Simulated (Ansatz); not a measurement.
# Decaying states in the gap of CsH3SeO, part 2 of 3

Aim: relax a made-up compound, CsH3SeO, and see how good a tunnel barrier it would be. It is built by putting Se for part of the O in the CsH3O2 structure of space group Amm2, with the volume rescaled by atomic radii. The parent structure comes from the Materials Project.

Ansatz 0.2.0; LDA DFT, plane waves, PAW files (the session's first sound run).

So far. Step 2 (Cell and atoms at rest): The largest force component on a free atom ends at 0.0021 eV/Å.

The structure was built from a prototype and need not be the compound's stable phase.

### Step 3. The bulk crystal and its band edges

The energy window and the wavevectors of the next steps follow from the band edges, so these are searched first, off the mesh as well.

Input file input.yaml:

```yaml
crystal:
  lattice:
    - [4.5396380708, 0.0, 0.0]
    - [0.0, 2.5748527948, 4.4906188815]
    - [0.0, -2.5748527948, 4.4906188815]
  atoms:
    - { symbol: Cs, position: [0.0, 1.0143586438, 1.0143586438] }
    - { symbol: H, position: [0.5, 0.5603860689, 0.5603860689] }
    - { symbol: H, position: [0.5, -0.0804294546, 0.5598351248] }
    - { symbol: H, position: [0.5, 0.5598351248, -0.0804294546] }
    - { symbol: O, position: [0.5, 0.679663529, 0.679663529] }
    - { symbol: Se, position: [0.5, 0.3474374281, 0.3474374281] }
kpoints:
  mp_grid: { grid: [6, 6, 6] }
  band_path: { path: [VBM, CBM], npoints: 30 }
scf:
  occupations: { method: fixed }
hamiltonian:
  xc: lda
output:
  eigenvalues: true
  write_potential: true
  write_density: true
  volumetric_format: npy
  elf: true
```

Command:

```
> ansatz run input.yaml --threads 2 --pin off --max-ram 4096MiB --backend cpu --events-out ev --progress --plain --runs-dir out
```

Numbers of over 12 decimals in the logs are rounded to 6 here.

Output:

```text
[...]
Crystal: 6 atoms, lattice volume = 104.981 Å³
Basis set: ecut = 420 eV, 2073 PW (Γ)
Bands: 23, of which v1, the nominal top of the filled ones, is band 17 counted from 1 (16 counted from 0)
Symmetry: 4 space group operations
[...]
k-points: 52 of 216 (time reversal used)
[...]
SCF iter   1: F=—  HF=-11492.786372 eV  |F-HF|=—  |Δ(HF+E_count)|=         —  Δρ=9.07e-3  dr2=1.14e-1  ethr=1.77e-3  ⟨swp⟩=4.2  Hψ=5050  notcnv=0  defer=203
[...]
SCF iter   7: F=-11492.748726 eV  HF=-11492.748726 eV  |F-HF|=1.46e-8  |Δ(HF+E_count)|=   7.53e-7  Δρ=8.44e-6  dr2=7.92e-8  ethr=2.94e-10  ⟨swp⟩=8.2  Hψ=6073  notcnv=0
SCF 1 converged in 7 iterations: F = -11492.748726 eV  dr2 = 7.92e-8
[...]
NSCF: frozen V_eff on 52 k-points
[...]
SCF converged after 7 iterations
Free energy (F): -11492.748726 eV
[...]
Internal energy: -11492.748726 eV  (E = F + TS)
E sigma→0 (E₀):  -11492.748726 eV
Fermi energy:    4.230637 eV
[...]
--- Band table (eV; the first three rows and the last of 52) ---
  k-point 0: bands = [... 13 lower, -0.0954, 2.8775, 2.8846, 4.2306, 6.5176, 7.1514, 9.7897, 9.8552, ... 2 higher]
  k-point 1: bands = [... 13 lower, -0.1067, 2.5099, 2.9656, 4.1396, 7.1817, 7.4116, 9.1487, 9.9994, ... 2 higher]
  k-point 2: bands = [... 13 lower, -0.1271, 2.0092, 3.1471, 3.9539, 7.4591, 8.2535, 9.0003, 10.1643, ... 2 higher]
  k-point 51: bands = [... 13 lower, -0.1931, 2.0984, 3.1109, 3.1190, 8.6496, 8.7779, 9.4351, 10.3256, ... 2 higher]
```

Run time: 16 s. Hardware: 2 threads of Arm Neoverse V2, shared host; peak memory 0.39 GiB; 30 s of CPU time.

Reading the cycles: dr2 is the Hartree energy of the density residual (eV), the measure of convergence; HF is the Harris–Foulkes estimate of the energy, which meets the free energy F at convergence.

This step gave:

```yaml
fermi_energy: 4.231 eV
gap_on_the_k_mesh: 2.287 eV
gap_on_path: 2.287 eV, by band count; negative where bands overlap
direct_gap_on_path: 2.287 eV
edge_places_on_path: 0, 0 1/A along the path
```

Levels at VBM (eV): -4.33, -1.35, -1.35, 0.00, 2.29, 2.92, 5.56, 5.62, 6.56, 6.56.

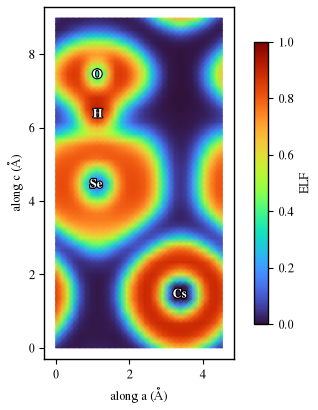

ELF in the ac plane of the conventional cell at fractional y = 0.000, with atoms of Cs and H and O and Se within 0.2 Å of it. It is the smooth field of the valence electrons, not physical close to the nuclei. The map starts off the cell's origin, so that atoms lie inside it.

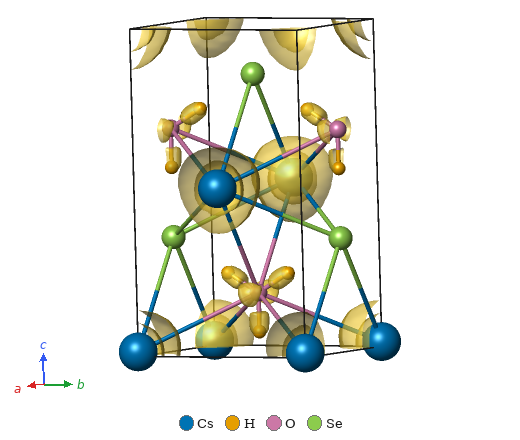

Surface of ELF = 0.83.

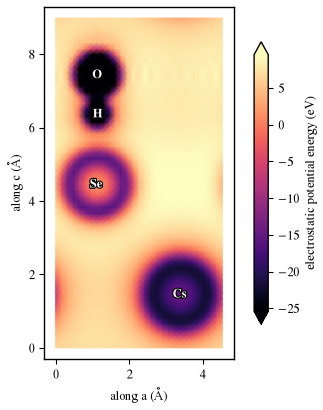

Electrostatic potential energy in the ac plane of the conventional cell at fractional y = 0.000, with atoms of Cs and H and O and Se within 0.2 Å of it. With pseudopotentials it is smooth inside the atoms' cores, unlike the true potential. The map starts off the cell's origin, so that atoms lie inside it.

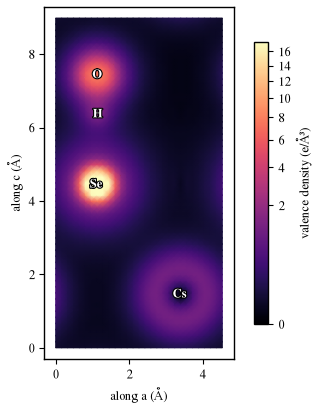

Valence density in the ac plane of the conventional cell at fractional y = 0.000, with atoms of Cs and H and O and Se within 0.2 Å of it. It is the smooth field of the valence electrons, not physical close to the nuclei. The map starts off the cell's origin, so that atoms lie inside it. The colour scale is stretched toward low values.

The searched edges give 2.29 eV, as on the mesh.

### Step 4. Complex bands, plane (010), k-mesh 10×6×10

This step: LDA DFT, plane waves, PAW files; complex bands by layer matching along the plane's normal (Ansatz 0.2.0).

The same crystal is laid in a cell whose first two vectors span the (010) plane (indices of the standard conventional cell, whose axes can be ordered otherwise than in the bulk input). At fixed energy and wavevector in the plane the solver finds all kz, real and complex. A few wavevectors are listed, (0, 0) and (0.5, 0) in units of the plane's reciprocal vectors; the slowest state needn't be among them.

Input file input.yaml:

```yaml
crystal:
  lattice:
    - [8.981237763, 0.0, 0.0]
    - [0.0, 4.539638071, 0.0]
    - [4.490618882, 0.0, 2.574852795]
  atoms:
    - { symbol: Cs, position: [0.0143586438, 0.0, 0.0] }
    - { symbol: H, position: [0.5603860689, 0.5, 0.0] }
    - { symbol: H, position: [0.5598351248, 0.5, 0.3597354206] }
    - { symbol: H, position: [0.9195705454, 0.5, 0.6402645794] }
    - { symbol: O, position: [0.679663529, 0.5, 0.0] }
    - { symbol: Se, position: [0.3474374281, 0.5, 0.0] }
kpoints:
  mp_grid: { grid: [10, 6, 10] }
scf:
  occupations: { method: fixed }
hamiltonian:
  xc: lda
output:
  eigenvalues: true
  transmission:
    leads: [[0, 0]]
    kpoints: [[0.0, 0.0], [0.5, 0.0]]
    e_range: [-1.0, 3.29]
    de: 0.11
```

Output:

```text
[...]
Crystal: 6 atoms, lattice volume = 104.981 Å³
Basis set: ecut = 420 eV, 2073 PW (Γ)
Bands: 23, of which v1, the nominal top of the filled ones, is band 17 counted from 1 (16 counted from 0)
Symmetry: 4 space group operations
[...]
k-points: 124 of 600 (time reversal used)
[...]
SCF iter   1: F=—  HF=-11492.786390 eV  |F-HF|=—  |Δ(HF+E_count)|=         —  Δρ=9.07e-3  dr2=1.13e-1  ethr=1.77e-3  ⟨swp⟩=4.1  Hψ=12040  notcnv=0  defer=486
[...]
SCF iter   7: F=-11492.748770 eV  HF=-11492.748770 eV  |F-HF|=1.39e-8  |Δ(HF+E_count)|=   7.70e-7  Δρ=8.45e-6  dr2=7.93e-8  ethr=2.94e-10  ⟨swp⟩=8.5  Hψ=14383  notcnv=0
SCF 1 converged in 7 iterations: F = -11492.748770 eV  dr2 = 7.93e-8
[...]
transmission: 4 of 8 steps passed
transmission: 8 of 8 steps passed
SCF converged after 7 iterations
Free energy (F): -11492.748770 eV
[...]
Internal energy: -11492.748770 eV  (E = F + TS)
E sigma→0 (E₀):  -11492.748770 eV
Fermi energy:    4.230632 eV
[...]
--- Band table (eV; the first three rows and the last of 124) ---
  k-point 0: bands = [... 13 lower, -0.0954, 2.8775, 2.8846, 4.2306, 6.5176, 7.1514, 9.7897, 9.8552, ... 2 higher]
  k-point 1: bands = [... 13 lower, -0.1077, 2.4926, 2.9661, 4.1330, 7.2291, 7.4331, 9.1223, 9.9643, ... 2 higher]
  k-point 2: bands = [... 13 lower, -0.1283, 2.0410, 3.0891, 3.9313, 7.5715, 8.3520, 8.7385, 10.1125, ... 2 higher]
  k-point 123: bands = [... 13 lower, -0.2744, 2.4419, 2.9907, 3.0375, 8.0992, 8.4363, 9.3562, 9.4048, ... 2 higher]
--- Transmission ---
  basis      : 357 plane waves across, 4 finite elements along
  points     : 2, as listed
  energies   : 40 from -1.000000 to 3.290000 eV about the Fermi level, 0.110000 eV apart; the leads are filled to 1.143483 eV, and channels, transmission and decay are at 1.090000 eV
  crystal 0  : H3Cs1O1Se1, at the sites [0, 0], period 2.5749 Å: whole cells are its period
    offset         : up to 0.0000 Å between an atom of the period and one for which it stands
    channels       : 0.000000e0 a spin
    conductance    : none, the energies end too early or step too widely for 300 K: set another output.transmission.e_range or a lower de, or, where they end at an eighth of basis.ecutwfc, a higher one
    slowest decay  : 0.2422 /Å at (0.0000, 0.0000)
```

Wall time 89 s (2 threads); peak memory 1.1 GiB.

Numbers from this step:

- free energy: -11492.7488 eV
- level to which the leads are filled: 1.143 eV from the Fermi level
- decay constant at the filling level, zone centre: 0.2422 Å⁻¹
- decay constant at the filling level, slowest listed point: 0.2422 Å⁻¹

K parallel (0, 0); values up to 1.5 1/Å, a degenerate pair printed once or twice; energies at which all values exceed this have no row. Im kz of the slowest decaying states against energy, zero at the highest filled level on the SCF mesh:

| energy (eV) | decay 1 (Å⁻¹) | decay 2 (Å⁻¹) | decay 3 (Å⁻¹) | decay 4 (Å⁻¹) |
| --- | --- | --- | --- | --- |
| -1.0000 | 0.179 | 0.218 | 0.501 | 0.774 |
| -0.7800 | 0.215 | 0.223 | 0.307 | 0.422 |
| -0.4500 | 0.0989 | 0.246 | 0.326 | 0.370 |
| -0.2300 | 0.258 | 0.313 | 0.367 | 0.393 |
| -0.0100 | 0.265 | 0.397 | 0.408 | 0.420 |
| 0.2100 | 0.267 | 0.318 | 0.417 | 0.420 |
| 0.5400 | 0.265 | 0.423 | 0.444 | 0.469 |
| 0.7600 | 0.258 | 0.422 | 0.454 | 0.533 |
| 0.9800 | 0.248 | 0.418 | 0.459 | 0.549 |
| 1.2000 | 0.235 | 0.411 | 0.460 | 0.519 |
| 1.5300 | 0.206 | 0.395 | 0.447 | 0.471 |
| 1.7500 | 0.179 | 0.380 | 0.427 | 0.435 |
| 1.9700 | 0.142 | 0.362 | 0.396 | 0.398 |
| 2.3000 | 0.325 | 0.327 | 0.336 | 0.497 |
| 2.5200 | 0.264 | 0.279 | 0.297 | 0.488 |
| 2.7400 | 0.181 | 0.194 | 0.258 | 0.478 |
| 2.9600 | 0.202 | 0.466 | 0.573 | 0.612 |
| 3.2900 | 0.106 | 0.444 | 0.557 | 0.563 |

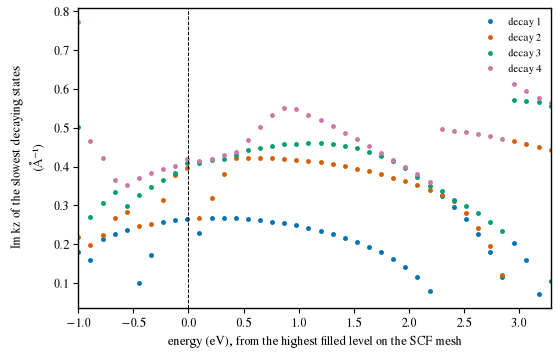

Im kz of the slowest decaying states, plotted against energy.

K parallel (0.5, 0); values up to 1.5 1/Å, a degenerate pair printed once or twice; energies at which all values exceed this have no row. Im kz of the slowest decaying states against energy, zero at the highest filled level on the SCF mesh:

| energy (eV) | decay 1 (Å⁻¹) | decay 2 (Å⁻¹) | decay 3 (Å⁻¹) | decay 4 (Å⁻¹) |
| --- | --- | --- | --- | --- |
| -1.000 | 0.274 | 0.580 | 0.831 | 0.907 |
| -0.450 | 0.247 | 0.349 | 0.369 | 0.764 |
| -0.010 | 0.318 | 0.395 | 0.397 | 0.713 |
| 0.540 | 0.406 | 0.412 | 0.508 | 0.651 |
| 0.980 | 0.403 | 0.403 | 0.566 | 0.601 |
| 1.530 | 0.371 | 0.385 | 0.533 | 0.605 |
| 1.970 | 0.326 | 0.361 | 0.472 | 0.621 |
| 2.520 | 0.229 | 0.312 | 0.381 | 0.630 |
| 2.960 | 0.247 | 0.281 | 0.630 | 0.687 |

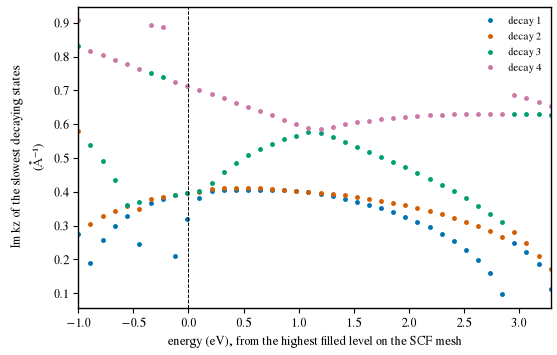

Im kz of the slowest decaying states, plotted against energy.

At the listed wavevectors the last open channel is at -0.01 eV and the next at +2.30 eV on the grid. At +1.09 eV, the grid energy nearest the filling level (the middle of the gap on the SCF mesh), the slowest state at the listed wavevectors decays with κ = 0.242 Å⁻¹, its amplitude falling by e over 4.1 Å. Through 1 nm of this crystal that state's transmission falls by exp(−2 × 0.242 Å⁻¹ × 10 Å) = 0.0079.

### Step 5. Complex bands, plane (001), k-mesh 6×6×6

The same for the (001) plane, at (0, 0) and (0.5, 0), to see how the decay depends on direction.

input.yaml, the sections that differ from step 4:

```yaml
crystal:
  lattice:
    - [4.539638071, 0.0, 0.0]
    - [0.0, 5.14970559, 0.0]
    - [0.0, 2.574852795, 4.490618882]
  atoms:
    - { symbol: Cs, position: [0.0, 0.9856413562, 0.0287172876] }
    - { symbol: H, position: [0.5, 0.4396139311, 0.1207721378] }
    - { symbol: H, position: [0.5, 0.4401648752, 0.4794056702] }
    - { symbol: H, position: [0.5, 0.0804294546, 0.4794056702] }
    - { symbol: O, position: [0.5, 0.320336471, 0.359327058] }
    - { symbol: Se, position: [0.5, 0.6525625719, 0.6948748562] }
kpoints:
  mp_grid: { grid: [6, 6, 6] }
# scf, hamiltonian, output: as in step 4
```

Output:

```text
[...]
Crystal: 6 atoms, lattice volume = 104.981 Å³
Basis set: ecut = 420 eV, 2073 PW (Γ)
Bands: 23, of which v1, the nominal top of the filled ones, is band 17 counted from 1 (16 counted from 0)
Symmetry: 4 space group operations
[...]
k-points: 52 of 216 (time reversal used)
[...]
SCF iter   1: F=—  HF=-11492.786373 eV  |F-HF|=—  |Δ(HF+E_count)|=         —  Δρ=9.07e-3  dr2=1.13e-1  ethr=1.77e-3  ⟨swp⟩=4.2  Hψ=5051  notcnv=0  defer=203
[...]
SCF iter   7: F=-11492.748726 eV  HF=-11492.748726 eV  |F-HF|=1.28e-8  |Δ(HF+E_count)|=   7.63e-7  Δρ=8.33e-6  dr2=7.95e-8  ethr=2.94e-10  ⟨swp⟩=8.3  Hψ=6185  notcnv=0
SCF 1 converged in 7 iterations: F = -11492.748726 eV  dr2 = 7.95e-8
[...]
transmission: 6 of 12 steps passed
transmission: 12 of 12 steps passed
SCF converged after 7 iterations
Free energy (F): -11492.748726 eV
[...]
Internal energy: -11492.748726 eV  (E = F + TS)
E sigma→0 (E₀):  -11492.748726 eV
Fermi energy:    4.230637 eV
[...]
--- Band table (eV; the first three rows and the last of 52) ---
  k-point 0: bands = [... 13 lower, -0.0954, 2.8775, 2.8846, 4.2306, 6.5176, 7.1514, 9.7897, 9.8552, ... 2 higher]
  k-point 1: bands = [... 13 lower, -0.1061, 2.5036, 2.9705, 4.1388, 7.1763, 7.4070, 9.1208, 10.0446, ... 2 higher]
  k-point 2: bands = [... 13 lower, -0.1257, 1.9926, 3.1513, 3.9527, 7.4521, 8.2470, 8.9893, 10.1868, ... 2 higher]
  k-point 51: bands = [... 13 lower, -0.1892, 1.9329, 3.1429, 3.2762, 8.7051, 8.7713, 9.5988, 10.1390, ... 2 higher]
--- Transmission ---
  basis      : 207 plane waves across, 6 finite elements along
  points     : 2, as listed
[...]
crystal 0  : H3Se1Cs1O1, at the sites [0, 0], period 4.4906 Å: whole cells are its period
[...]
channels       : 0.000000e0 a spin
[...]
slowest decay  : 0.2423 /Å at (0.0000, 0.0000)
```

Run time: 23 s. Hardware: 2 threads; peak memory 0.61 GiB.

Numbers from this step:

```yaml
free_energy: -11492.7487 eV
decay_constant_at_the_filling_level_zone_centre: 0.2423 Å⁻¹
decay_constant_at_the_filling_level_slowest_listed_point: 0.2423 Å⁻¹
```

K parallel (0, 0); values up to 1.5 1/Å, a degenerate pair printed once or twice; energies at which all values exceed this have no row. The Im kz of the slowest decaying states by energy, zero at the highest filled level on the SCF mesh:

| energy (eV) | decay 1 (Å⁻¹) | decay 2 (Å⁻¹) | decay 3 (Å⁻¹) | decay 4 (Å⁻¹) |
| --- | --- | --- | --- | --- |
| -1.000 | 0.180 | 0.478 | 0.516 | 0.771 |
| -0.450 | 0.196 | 0.247 | 0.426 | 0.503 |
| -0.010 | 0.265 | 0.486 | 0.515 | 0.674 |
| 0.540 | 0.265 | 0.457 | 0.471 | 0.576 |
| 0.980 | 0.249 | 0.426 | 0.557 | 0.606 |
| 1.530 | 0.206 | 0.376 | 0.477 | 0.630 |
| 1.970 | 0.142 | 0.323 | 0.400 | 0.640 |
| 2.520 | 0.221 | 0.266 | 0.646 | 0.667 |
| 2.960 | 0.645 | 0.648 | 0.654 | 0.762 |

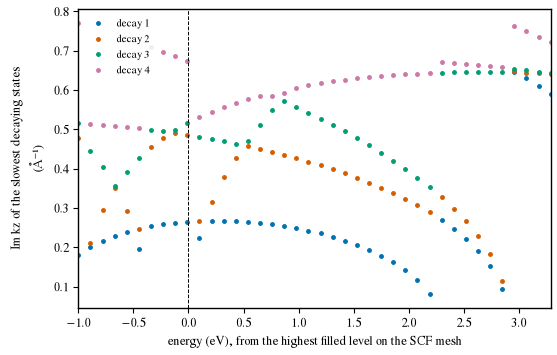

Im kz of the slowest decaying states, plotted against energy.

K parallel (0.5, 0); values up to 1.5 1/Å, a degenerate pair printed once or twice; energies at which all values exceed this have no row. Im kz of the slowest decaying states against energy, zero at the highest filled level on the SCF mesh:

| energy (eV) | decay 1 (Å⁻¹) | decay 2 (Å⁻¹) | decay 3 (Å⁻¹) | decay 4 (Å⁻¹) |
| --- | --- | --- | --- | --- |
| -1.000 | 0.242 | 0.279 | 0.364 | 0.548 |
| -0.450 | 0.408 | 0.478 | 0.505 | 0.636 |
| -0.010 | 0.422 | 0.559 | 0.579 | 0.674 |
| 0.540 | 0.424 | 0.620 | 0.648 | 0.716 |
| 0.980 | 0.417 | 0.653 | 0.701 | 0.738 |
| 1.530 | 0.398 | 0.682 | 0.683 | 0.790 |
| 1.970 | 0.374 | 0.633 | 0.699 | 0.717 |
| 2.520 | 0.332 | 0.563 | 0.606 | 0.716 |
| 2.960 | 0.283 | 0.498 | 0.518 | 0.728 |

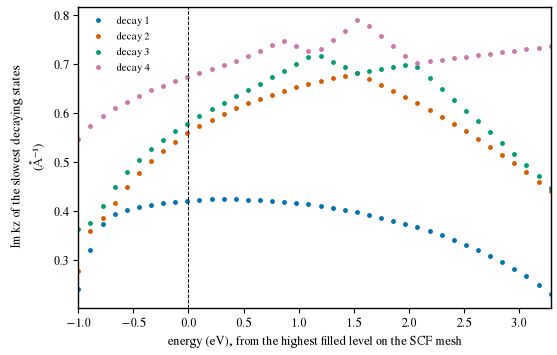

Im kz of the slowest decaying states, plotted against energy.

At the listed wavevectors the last open channel is at -0.01 eV and the next at +2.30 eV on the grid. At +1.09 eV, the grid energy nearest the filling level (the middle of the gap on the SCF mesh), the slowest state at the listed wavevectors decays with κ = 0.242 Å⁻¹, its amplitude falling by e over 4.1 Å; the first such run, plane (010), gave 0.242 Å⁻¹.

(Part 2 of 3 ends here.)

[Logs are printed without paths, hosts, clocks, repeated set-up lines and the standing remarks that a program may print on its own settings, such as how far it seeks lower states.]

[Hosts, paths, dates, database ids (printed as entryN), source tags and the programs' standing remarks are cut or masked in the printed files.]
